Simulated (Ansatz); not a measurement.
# FH₆NOSi: a barrier at many levels of theory

How high is the barrier of this step (Si1–N7 formed, F2–H6 formed, Si1–F2 broken, H6–N7 broken), and how far do cheaper methods land from CCSD(T)?

Program: Ansatz 0.2.0, Gaussian basis. Level of theory: single points in def2-TZVPP on PBE0-D4/def2-TZVP structures. These are calculated values, not measurements.

Levels: SPW92, PBE-D4, BLYP-D4, r2SCAN-D4, B97M-V, PBE0-D4, B3LYP-D4, r2SCAN0-D4, BHLYP-D4, CAM-B3LYP-D4, wB97X-V, wB97M-V, B2PLYP, PBE-QIDH, RPA on PBE, Hartree-Fock, MP2, CCSD, CCSD(T). The reference is CCSD(T) at the basis limit, from triple and quadruple zeta. Zero-point energies come from PBE0-D4 vibrations.

Cores are frozen in the correlated methods. B3LYP uses VWN-RPA correlation. B2PLYP carries no dispersion term here.

23 further runs of the same task are left out: 23 set aside as unsound or not needed.

### 1 The three structures

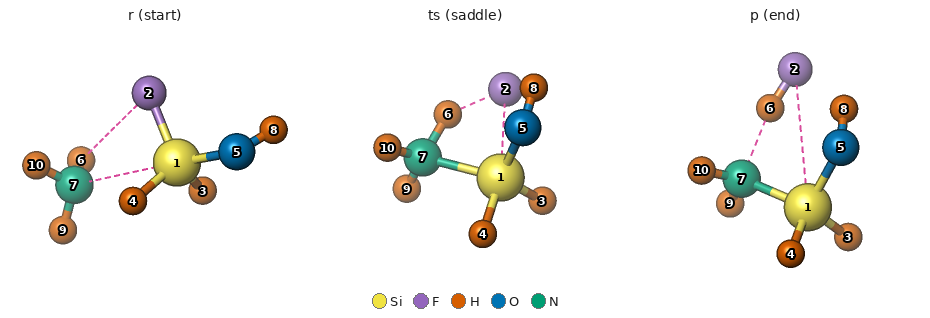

Start, saddle and end (silicon yellow, fluorine purple, hydrogen orange, oxygen blue, nitrogen teal); broken lines mark the pairs that change.

Charge 0, multiplicity 1. The folders r, ts and p hold the start, the saddle and the end; their coordinates stand in the first inputs.

```
  pair  r (Å)  ts (Å)  p (Å)
Si1–N7  2.714   1.858  1.759
 F2–H6  2.924   1.325  0.968
Si1–F2  1.606   2.223  3.218
 H6–N7  1.013   1.134  1.655
```

### 2 wB97M-V/def2-TZVPP

Input file r/in.yaml:

```yaml
crystal:
  periodic: [false, false, false]
  atoms:
    - {symbol: Si, position_ang: [-0.018186, 0.138110, 0.929195]}
    - {symbol: F, position_ang: [1.481018, 0.385359, 0.409565]}
    - {symbol: H, position_ang: [-0.384950, -1.275643, 0.693862]}
    - {symbol: H, position_ang: [-0.949575, 1.182456, 0.475354]}
    - {symbol: O, position_ang: [0.012392, 0.387692, 2.557626]}
    - {symbol: H, position_ang: [0.468542, -0.853323, -2.037482]}
    - {symbol: N, position_ang: [-0.187375, -0.131134, -1.765661]}
    - {symbol: H, position_ang: [0.517450, -0.223825, 3.094676]}
    - {symbol: H, position_ang: [-1.080514, -0.348806, -2.190649]}
    - {symbol: H, position_ang: [0.141099, 0.739117, -2.166585]}
basis:
  gaussian: {orbitals: def2-TZVPP}
hamiltonian: {xc: {name: wB97M-V}}
```

Input file ts/in.yaml:

```yaml
crystal:
  periodic: [false, false, false]
  atoms:
    - {symbol: Si, position_ang: [-0.576849, -0.093043, 0.562139]}
    - {symbol: F, position_ang: [1.463050, -0.902462, 0.207493]}
    - {symbol: H, position_ang: [-0.875332, -1.529194, 0.712420]}
    - {symbol: H, position_ang: [-1.886679, 0.620825, 0.547689]}
    - {symbol: O, position_ang: [0.247757, 0.789565, 1.657631]}
    - {symbol: H, position_ang: [0.949593, -0.332292, -0.873310]}
    - {symbol: N, position_ang: [-0.012346, 0.178846, -1.187207]}
    - {symbol: H, position_ang: [1.146830, 0.443938, 1.726281]}
    - {symbol: H, position_ang: [-0.535314, -0.326237, -1.892907]}
    - {symbol: H, position_ang: [0.079190, 1.150057, -1.460329]}
basis:
  gaussian: {orbitals: def2-TZVPP}
hamiltonian: {xc: {name: wB97M-V}}
```

Input file p/in.yaml:

```yaml
crystal:
  periodic: [false, false, false]
  atoms:
    - {symbol: Si, position_ang: [-0.887404, 0.042255, 0.530165]}
    - {symbol: F, position_ang: [2.207571, -0.552881, -0.118850]}
    - {symbol: H, position_ang: [-1.327911, -1.369519, 0.659573]}
    - {symbol: H, position_ang: [-2.031589, 0.972034, 0.666226]}
    - {symbol: O, position_ang: [0.209297, 0.511998, 1.640137]}
    - {symbol: H, position_ang: [1.400583, -0.337253, -0.607609]}
    - {symbol: N, position_ang: [-0.129797, 0.104032, -1.055765]}
    - {symbol: H, position_ang: [1.098292, 0.157068, 1.510221]}
    - {symbol: H, position_ang: [-0.492801, -0.545767, -1.741187]}
    - {symbol: H, position_ang: [-0.046343, 1.018036, -1.483010]}
basis:
  gaussian: {orbitals: def2-TZVPP}
hamiltonian: {xc: {name: wB97M-V}}
```

No record of the launch command was kept for these runs.

Output in r, shortened:

```text
Functional definition: wB97M-V
  name "wB97M-V"
  cite "Mardirossian & Head-Gordon, J. Chem. Phys. 144, 214110 (2016) doi:10.1063/1.4952647"
  cite "Becke, J. Chem. Phys. 107, 8554 (1997) doi:10.1063/1.475007"
  cite "Vydrov & Van Voorhis, J. Chem. Phys. 133, 244103 (2010) doi:10.1063/1.3521275"
  # Of w^i u^j: cxij and so on, Table III.
[...]
  gx(w, u) = 1 - cx + cx01*u + cx10*w
  gss(w, u) = css00 + css04*u^4 + css10*w + css20*w^2 + css43*w^4*u^3
  gos(w, u) = cos00 + cos10*w + (cos20 + cos21*u)*w^2 + (cos60 + cos61*u)*w^6
[...]
      + integral(e_c_pw_mod_opposite_spin*gos(b97_w_opposite, b97_u_opposite)) + vv10(b, c)
1107 factors; their error is unknown
262 factors; integrals over basis functions are off by at most 1.1e-5 eV
[...]
mean field -14233.03078273 eV, -523.0542337705 hartree, gradient 1.7e-5 eV, S^2 0.000000; 0 other end points of the search recorded, 0 dependent functions left out
reference -14233.03082946 eV, -523.0542354878 hartree; 22, 22 occupied and 197, 197 virtual orbitals, 1107 factors
Total energy: -14233.03082946 eV, -523.0542354878 hartree
```

Output in ts, shortened:

```text
[... 5 set-up lines as earlier in the session ...]
  # Of w^i u^j: cxij and so on, Table III.
[...]
  gx(w, u) = 1 - cx + cx01*u + cx10*w
  gss(w, u) = css00 + css04*u^4 + css10*w + css20*w^2 + css43*w^4*u^3
  gos(w, u) = cos00 + cos10*w + (cos20 + cos21*u)*w^2 + (cos60 + cos61*u)*w^6
[...]
      + integral(e_c_pw_mod_opposite_spin*gos(b97_w_opposite, b97_u_opposite)) + vv10(b, c)
1107 factors; their error is unknown
262 factors; integrals over basis functions are off by at most 1.0e-5 eV
[...]
mean field -14231.80867520 eV, -523.0093221471 hartree, gradient 2.1e-5 eV, S^2 0.000000; 0 other end points of the search recorded, 0 dependent functions left out
reference -14231.80871943 eV, -523.0093237726 hartree; 22, 22 occupied and 197, 197 virtual orbitals, 1107 factors
Total energy: -14231.80871943 eV, -523.0093237726 hartree
```

p printed, shortened:

```text
[... 5 set-up lines as earlier in the session ...]
  # Of w^i u^j: cxij and so on, Table III.
[...]
  gx(w, u) = 1 - cx + cx01*u + cx10*w
  gss(w, u) = css00 + css04*u^4 + css10*w + css20*w^2 + css43*w^4*u^3
  gos(w, u) = cos00 + cos10*w + (cos20 + cos21*u)*w^2 + (cos60 + cos61*u)*w^6
[...]
      + integral(e_c_pw_mod_opposite_spin*gos(b97_w_opposite, b97_u_opposite)) + vv10(b, c)
1107 factors; their error is unknown
262 factors; integrals over basis functions are off by at most 1.0e-5 eV
[...]
mean field -14232.42277030 eV, -523.0318897260 hartree, gradient 1.4e-5 eV, S^2 0.000000; 0 other end points of the search recorded, 0 dependent functions left out
reference -14232.42281437 eV, -523.0318913454 hartree; 22, 22 occupied and 197, 197 virtual orbitals, 1107 factors
Total energy: -14232.42281437 eV, -523.0318913454 hartree
```

Wall times: 4.9 s (r), 5.5 s (ts), 5.5 s (p) on 4 threads, shared host; peak memory 0.5 GiB.

Barrier 117.9 kJ/mol; end less start +58.7 kJ/mol.

### 3 CCSD(T)/def2-TZVPP

The same edit goes into each in.yaml of step 2 (r, ts, p):

```diff
-hamiltonian: {xc: {name: wB97M-V}}
+correlation: {method: ccsd_t}
```

r printed, shortened:

```text
Functional definition: HF
  name "HF"
  cite "Fock, Z. Phys. 61, 126 (1930) doi:10.1007/BF01340294"
  parent pbe
[...]
1294 factors; integrals over basis functions are off by at most 1.1e-3 eV
[...]
mean field -14188.44720202 eV, -521.4158173991 hartree, gradient 2.0e-6 eV, S^2 0.000000; 0 other end points of the search recorded, 0 dependent functions left out
8 core orbitals not correlated: weight in the atoms' cores, before any rotation towards them, 1.000 or more for the frozen orbitals, at most 0.000 for the correlated occupied ones
reference -14188.44720202 eV, -521.4158173991 hartree; 14, 14 occupied and 197, 197 virtual orbitals, 1294 factors
second order -23.32532248 eV of doubles, -0.00000000 eV of singles
cycle   1  -23.51428111 eV  change   -1.9e-1 eV  update   9.2e-2
[...]
cycle   9  -24.10395342 eV  change   -3.9e-6 eV  update   1.5e-5
perturbative correction -0.74225060 eV, -0.0272772066 hartree
Total energy: -14213.29340604 eV, -522.3288985558 hartree
```

Log of ts, shortened:

```text
[... 4 set-up lines as earlier in the session ...]
[...]
1301 factors; integrals over basis functions are off by at most 1.1e-3 eV
[...]
mean field -14186.66718580 eV, -521.3504030096 hartree, gradient 5.6e-6 eV, S^2 0.000000; 0 other end points of the search recorded, 0 dependent functions left out
8 core orbitals not correlated: weight in the atoms' cores, before any rotation towards them, 1.000 or more for the frozen orbitals, at most 0.000 for the correlated occupied ones
reference -14186.66718580 eV, -521.3504030096 hartree; 14, 14 occupied and 197, 197 virtual orbitals, 1301 factors
second order -23.85597632 eV of doubles, -0.00000000 eV of singles
cycle   1  -23.86777278 eV  change   -1.2e-2 eV  update   1.0e-1
[...]
cycle   9  -24.50472319 eV  change    1.5e-5 eV  update   2.3e-5
perturbative correction -0.82493608 eV, -0.0303158419 hartree
Total energy: -14211.99684507 eV, -522.2812508190 hartree
```

Log of p, shortened:

```text
[... 4 set-up lines as earlier in the session ...]
[...]
1305 factors; integrals over basis functions are off by at most 1.1e-3 eV
[...]
mean field -14187.64117305 eV, -521.3861963809 hartree, gradient 2.0e-6 eV, S^2 0.000000; 0 other end points of the search recorded, 0 dependent functions left out
8 core orbitals not correlated: weight in the atoms' cores, before any rotation towards them, 1.000 or more for the frozen orbitals, at most 0.000 for the correlated occupied ones
reference -14187.64117305 eV, -521.3861963809 hartree; 14, 14 occupied and 197, 197 virtual orbitals, 1305 factors
second order -23.56026576 eV of doubles, -0.00000000 eV of singles
cycle   1  -23.69110924 eV  change   -1.3e-1 eV  update   9.2e-2
[...]
cycle   9  -24.27679954 eV  change   -1.6e-6 eV  update   1.6e-5
perturbative correction -0.77693252 eV, -0.0285517434 hartree
Total energy: -14212.69490511 eV, -522.3069040520 hartree
```

Times: 68 s (r), 67 s (ts), 67 s (p) on 4 threads, shared host; peak memory 3.5 GiB.

At this level: barrier 125.1 kJ/mol, step energy +57.7 kJ/mol.

### 4 MP2/def2-QZVPP

The same edit goes into each in.yaml of step 3 (r, ts, p):

```diff
-  gaussian: {orbitals: def2-TZVPP}
-correlation: {method: ccsd_t}
+  gaussian: {orbitals: "def2-QZVPP.json"}
+correlation: {method: mp2}
```

The basis file named in the input lies beside it (Basis Set Exchange, JSON).

Output in r:

```text
[... 4 set-up lines as earlier in the session ...]
  exchange = exact_x
  correlation = 0
2522 factors; integrals over basis functions are off by at most 7.1e-4 eV
mean field evaluation 1: about -14184.0349 eV, gradient 5.2e1 eV
mean field evaluation 2: about -14184.1317 eV, gradient 5.2e1 eV
mean field evaluation 4: about -14188.9781 eV, gradient 3.2e0 eV
mean field evaluation 8: about -14189.0211 eV, gradient 2.7e-1 eV
mean field -14189.02132721 eV, -521.4369161108 hartree, gradient 2.5e-6 eV, S^2 0.000000; 0 other end points of the search recorded, 0 dependent functions left out
8 core orbitals not correlated: weight in the atoms' cores, before any rotation towards them, 1.000 or more for the frozen orbitals, at most 0.000 for the correlated occupied ones
reference -14189.02132721 eV, -521.4369161108 hartree; 14, 14 occupied and 399, 399 virtual orbitals, 2522 factors
second order -25.26620361 eV of doubles, -0.00000000 eV of singles
Total energy: -14214.28753082 eV, -522.3654319674 hartree
```

ts printed:

```text
[... 6 set-up lines as earlier in the session ...]
2530 factors; integrals over basis functions are off by at most 7.8e-4 eV
mean field evaluation 1: about -14182.5669 eV, gradient 5.0e1 eV
mean field evaluation 2: about -14182.6653 eV, gradient 5.0e1 eV
mean field evaluation 4: about -14187.1773 eV, gradient 3.5e0 eV
mean field evaluation 8: about -14187.2242 eV, gradient 2.9e-1 eV
mean field -14187.22442178 eV, -521.3708810543 hartree, gradient 2.1e-6 eV, S^2 0.000000; 0 other end points of the search recorded, 0 dependent functions left out
8 core orbitals not correlated: weight in the atoms' cores, before any rotation towards them, 1.000 or more for the frozen orbitals, at most 0.000 for the correlated occupied ones
reference -14187.22442178 eV, -521.3708810543 hartree; 14, 14 occupied and 399, 399 virtual orbitals, 2530 factors
second order -25.82127561 eV of doubles, -0.00000000 eV of singles
Total energy: -14213.04569739 eV, -522.3197954307 hartree
```

Output in p:

```text
[... 6 set-up lines as earlier in the session ...]
2534 factors; integrals over basis functions are off by at most 8.1e-4 eV
mean field evaluation 1: about -14183.5770 eV, gradient 5.0e1 eV
mean field evaluation 2: about -14183.6618 eV, gradient 5.0e1 eV
mean field evaluation 4: about -14188.1574 eV, gradient 3.3e0 eV
mean field evaluation 8: about -14188.2000 eV, gradient 2.8e-1 eV
mean field -14188.20027127 eV, -521.4067428617 hartree, gradient 2.4e-6 eV, S^2 0.000000; 0 other end points of the search recorded, 0 dependent functions left out
8 core orbitals not correlated: weight in the atoms' cores, before any rotation towards them, 1.000 or more for the frozen orbitals, at most 0.000 for the correlated occupied ones
reference -14188.20027127 eV, -521.4067428617 hartree; 14, 14 occupied and 399, 399 virtual orbitals, 2534 factors
second order -25.51504303 eV of doubles, -0.00000000 eV of singles
Total energy: -14213.71531430 eV, -522.3444033983 hartree
```

Wall times: 12 s (r), 13 s (ts), 12 s (p) on 4 threads, shared host; peak memory 2.1 GiB.

Barrier 119.8 kJ/mol; end less start +55.2 kJ/mol.

### 5 Vibrations of the start structure

Input file vib-r/in.yaml:

```yaml
crystal:
  periodic: [false, false, false]
  atoms:
    - {symbol: Si, position_ang: [-0.018186, 0.138110, 0.929195]}
    - {symbol: F, position_ang: [1.481018, 0.385359, 0.409565]}
    - {symbol: H, position_ang: [-0.384950, -1.275643, 0.693862]}
    - {symbol: H, position_ang: [-0.949575, 1.182456, 0.475354]}
    - {symbol: O, position_ang: [0.012392, 0.387692, 2.557626]}
    - {symbol: H, position_ang: [0.468542, -0.853323, -2.037482]}
    - {symbol: N, position_ang: [-0.187375, -0.131134, -1.765661]}
    - {symbol: H, position_ang: [0.517450, -0.223825, 3.094676]}
    - {symbol: H, position_ang: [-1.080514, -0.348806, -2.190649]}
    - {symbol: H, position_ang: [0.141099, 0.739117, -2.166585]}
basis:
  gaussian: {orbitals: def2-TZVP}
hamiltonian: {xc: pbe0, dispersion: d4}
phonons: {temperatures: {t_min: 298.15, t_max: 900, t_step: 200}}
```

The program printed, shortened:

```text
Functional definition: PBE0
  name "PBE0"
  cite "Adamo & Barone, J. Chem. Phys. 110, 6158 (1999) doi:10.1063/1.478522"
  cite "Perdew, Burke & Ernzerhof, Phys. Rev. Lett. 77, 3865 (1996) doi:10.1103/PhysRevLett.77.3865"
[... 1 set-up line as earlier in the session ...]
[...]
994 factors; their error is unknown
[...]
mean field -14225.60110081 eV, -522.7811979959 hartree, gradient 5.5e-5 eV, S^2 0.000000; 0 other end points of the search recorded, 0 dependent functions left out
[...]
reference -14225.60113027 eV, -522.7811990787 hartree; 22, 22 occupied and 144, 144 virtual orbitals, 994 factors
[... from here to the last solve, the lines of the solves are left out (59 solves) ...]
994 factors; their error is unknown
mean field -14225.60108350 eV, -522.7811973598 hartree, gradient 2.0e-6 eV, S^2 0.000000; 0 other end points of the search recorded, 0 dependent functions left out
[...]
Atom 2 at    -0.384950    -1.275643     0.693862 Å, force     0.003208     0.003880     0.000118 eV/Å
Atom 3 at    -0.949575     1.182456     0.475354 Å, force    -0.001007    -0.000172    -0.001888 eV/Å
Atom 4 at     0.012392     0.387692     2.557626 Å, force    -0.000377    -0.001492     0.002759 eV/Å
Atom 5 at     0.468542    -0.853323    -2.037482 Å, force     0.000367    -0.000104     0.000956 eV/Å
Atom 6 at    -0.187375    -0.131134    -1.765661 Å, force     0.000074     0.000188    -0.001142 eV/Å
Atom 7 at     0.517450    -0.223825     3.094676 Å, force    -0.000004     0.000337    -0.001736 eV/Å
Atom 8 at    -1.080514    -0.348806    -2.190649 Å, force    -0.000598     0.000002     0.000166 eV/Å
Atom 9 at     0.141099     0.739117    -2.166585 Å, force     0.000088     0.000048     0.000952 eV/Å
Dipole moment:    -0.079811    -0.314532    -0.510112 e Å
Vibrations: 39.74 87.16 122.89 150.70 230.96 323.04 351.00 370.79 666.02 804.08 827.18 879.07 923.01 940.37 953.35 1081.14 1658.45 1664.15 2247.04 2299.23 3500.30 3631.07 3632.86 3925.31 cm⁻¹, zero-point energy 1.940905 eV
```

Run time: 62 s. Hardware: 4 threads, shared host; peak memory 0.33 GiB.

The modes, with what each moves most:

```
mode  wavenumber (cm⁻¹)                                                            character
   1                 40  not assigned (largely outside the bonds, angles and torsions drawn)
   2                 87                                                                 bend
   3                123  not assigned (largely outside the bonds, angles and torsions drawn)
   4                151  not assigned (largely outside the bonds, angles and torsions drawn)
   5                231                                                              torsion
   6                323  not assigned (largely outside the bonds, angles and torsions drawn)
   7                351  not assigned (largely outside the bonds, angles and torsions drawn)
   8                371  not assigned (largely outside the bonds, angles and torsions drawn)
   9                666                                                                 bend
  10                804                                                                 bend
  11                827                                                         Si–F stretch
  12                879                                               Si–O stretch with bend
  13                923                                               bend with Si–O stretch
  14                940                                                    bend with torsion
  15                953                                                                 bend
  16               1081                                                                 bend
  17               1658                                                                 bend
  18               1664                                                                 bend
  19               2247                                                         Si–H stretch
  20               2299                                                         Si–H stretch
  21               3500                                                          N–H stretch
  22               3631                                                          N–H stretch
  23               3633                                                          N–H stretch
  24               3925                                                          O–H stretch
```

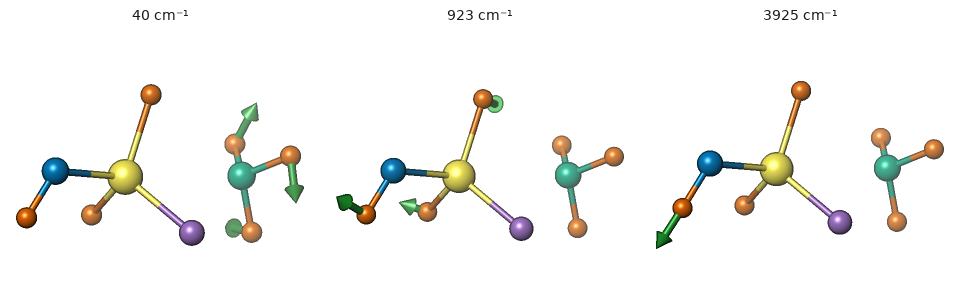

Displacements of 3 modes, as arrows.

Vibrational sums (real modes only):

```
T (K)  entropy (J/mol/K)  heat capacity (J/mol/K)
  298               89.7                     78.3
  498              137.5                    108.0
  698              177.2                    127.1
  898              210.9                    140.9
```

Modes under 50 cm⁻¹ weigh heavily in the entropy, and the harmonic picture is poor for them.

[end of part 1 of 2]
